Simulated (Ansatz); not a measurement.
# Cr2Ga: what the fields show

```
Cr Ga
1.0
     6.01152    0.00000    0.00000
     0.00000    6.01152    0.00000
     0.00000    0.00000    6.01152
Cr Ga
8 4
Direct
  0.25000 0.25000 0.25000
  0.75000 0.75000 0.25000
  0.75000 0.25000 0.75000
  0.25000 0.75000 0.75000
  0.75000 0.25000 0.25000
  0.25000 0.75000 0.25000
  0.25000 0.25000 0.75000
  0.75000 0.75000 0.75000
  0.00000 0.00000 0.00000
  0.50000 0.50000 0.00000
  0.50000 0.00000 0.50000
  0.00000 0.50000 0.50000
```

Space group Fm-3m; started from the fluorite_225 prototype, which need not be the ambient phase; the SCF solution may not be the lowest one; the program warned that another magnetic order may lie lower; spin-polarised.

These are results of DFT PBE, scalar-relativistic, plane waves, PAW (Ansatz 0.2.0), not measurements.

The density is the valence pseudo-density of a PAW calculation; it isn't the true density close to the nuclei.

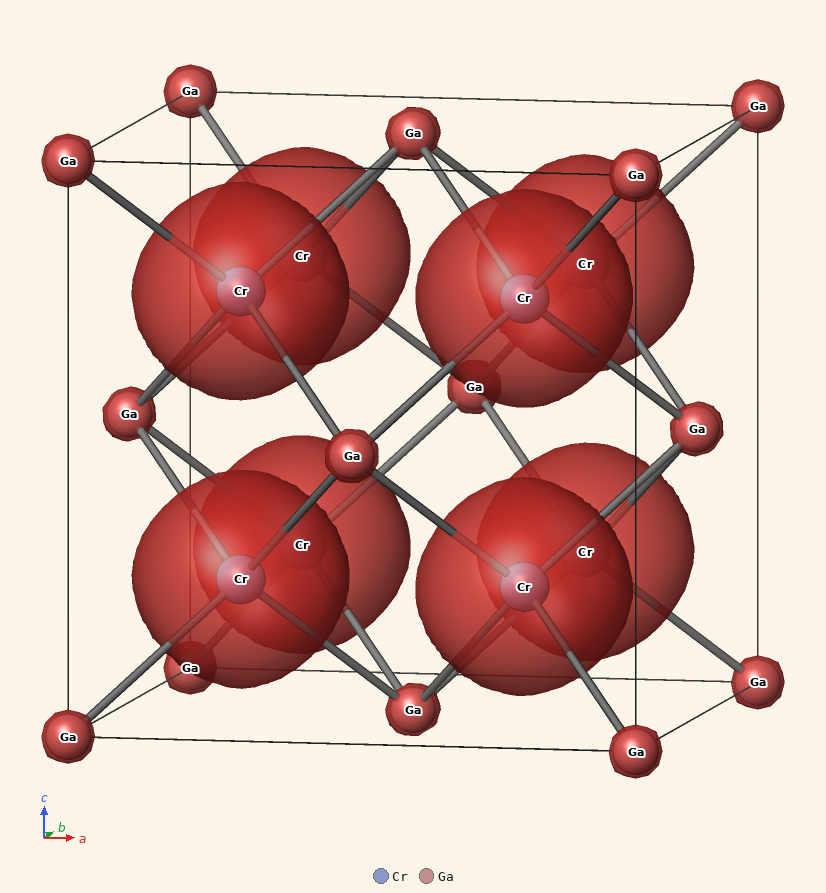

Figure 1. Isosurface of the magnetisation density (up minus down) at +0.1 e/Å³ (red), seen slightly off an axis. Sticks mark near contacts.

### Describe the spin distribution.

The spin density sits on Cr: +3.2 μB (×8) in one cell of 12 atoms, with smaller moments on Ga (up to −0.14 μB): parallel main moments (a ferromagnetic arrangement) in this solution. The cell of the calculation (3 atoms) carries 7.0 μB of net spin moment.

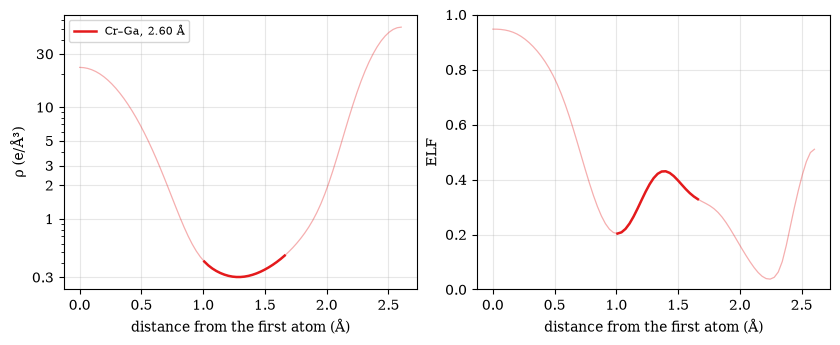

Figure 2. Valence charge density (pseudo) and electron localisation function along straight lines between neighbouring atoms. Thin, pale parts lie inside the atomic spheres.

### What can be read from the curves?

Cr–Ga (2.60 Å): ρ is about 0.3 e/Å³ halfway; the ELF is about 0.40 at the midpoint.
